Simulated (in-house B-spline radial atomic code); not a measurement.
# Co⁸⁺: excited configurations

Wanted: excitation energies of Co⁸⁺ as differences of total energies (ΔSCF).

Method: non-relativistic r2SCAN, spin-polarised, spherical fractional occupations, point nucleus, basis-set limit. Code: in-house B-spline radial atomic code version 1.

## Step 1: The system

* element: cobalt (Z = 27)
* charge: +8
* electrons: 19
* configuration: [Ar] 3d1
* Hamiltonian: non-relativistic
* nucleus: point

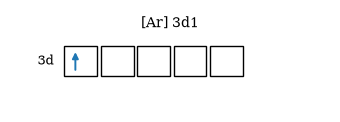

The shells outside the core, filled by Hund's rule for the drawing.

Where spins are not typed, each open shell is filled with up spins first.

## Step 2: Reference run

Settings, as recorded:

```ini
Z = 27
electrons = 19.0
configuration = [Ar] 3d1
hamiltonian = nr
method = r2scan
spin_polarised = True
```

## Step 3: Run with [Ne] 3s2 3p5 3d2

Settings, as recorded:

```ini
Z = 27
electrons = 19.0
configuration = [Ne] 3s2 3p5 3d2
hamiltonian = nr
method = r2scan
spin_polarised = True
```

## Step 4: Run with [Ne] 3s2 3p5 3d1 4s1

Settings, as recorded:

```ini
Z = 27
electrons = 19.0
configuration = [Ne] 3s2 3p5 3d1 4s1
hamiltonian = nr
method = r2scan
spin_polarised = True
```

## Step 5: Run with [Ne] 3s2 3p5 3d1 4d1

Settings, as recorded:

```ini
Z = 27
electrons = 19.0
configuration = [Ne] 3s2 3p5 3d1 4d1
hamiltonian = nr
method = r2scan
spin_polarised = True
```

## Step 6: Configuration [Ne] 3s2 3p5 3d1 4f1

Settings, as recorded:

```ini
Z = 27
electrons = 19.0
configuration = [Ne] 3s2 3p5 3d1 4f1
hamiltonian = nr
method = r2scan
spin_polarised = True
```

## Step 7: Run with [Ar] 4s1

Settings, as recorded:

```ini
Z = 27
electrons = 19.0
configuration = [Ar] 4s1
hamiltonian = nr
method = r2scan
spin_polarised = True
```

## Step 8: Configuration [Ar] 4d1

Settings, as recorded:

```ini
Z = 27
electrons = 19.0
configuration = [Ar] 4d1
hamiltonian = nr
method = r2scan
spin_polarised = True
```

## Step 9: Configuration [Ar] 4p1

Settings, as recorded:

```ini
Z = 27
electrons = 19.0
configuration = [Ar] 4p1
hamiltonian = nr
method = r2scan
spin_polarised = True
```

Before running: How far above the reference does each configuration lie (order and size, in eV)?

As calculated:

| net move | configuration | 2|M_S|+1 | energy above the reference (eV) | largest <r> (bohr) |
| --- | --- | --- | --- | --- |
| 3p → 3d | [Ne] 3s2 3p5 3d2 | 4 | 56.611 | 0.737 |
| 3d → 4s | [Ar] 4s1 | 2 | 67.796 | 1.59 |
| 3d → 4p | [Ar] 4p1 | 2 | 80.249 | 1.67 |
| 3d → 4d | [Ar] 4d1 | 2 | 99.018 | 1.80 |
| 3p → 4s | [Ne] 3s2 3p5 3d1 4s1 | 4 | 125.66 | 1.58 |
| 3p → 4d | [Ne] 3s2 3p5 3d1 4d1 | 4 | 157.01 | 1.79 |
| 3p → 4f | [Ne] 3s2 3p5 3d1 4f1 | 4 | 172.54 | 1.82 |

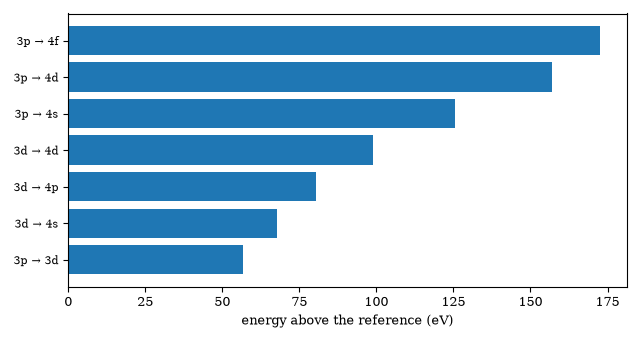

The configurations in order of energy, labelled by the net move of electrons.

**Reading.** The energies run from 56.611 eV (3p → 3d) to 172.54 eV (3p → 4f). The reference has 2|M_S|+1 = 2; 4 of the configurations differ from it in spin. These are spherical averages at the typed spins, not spectroscopic levels.
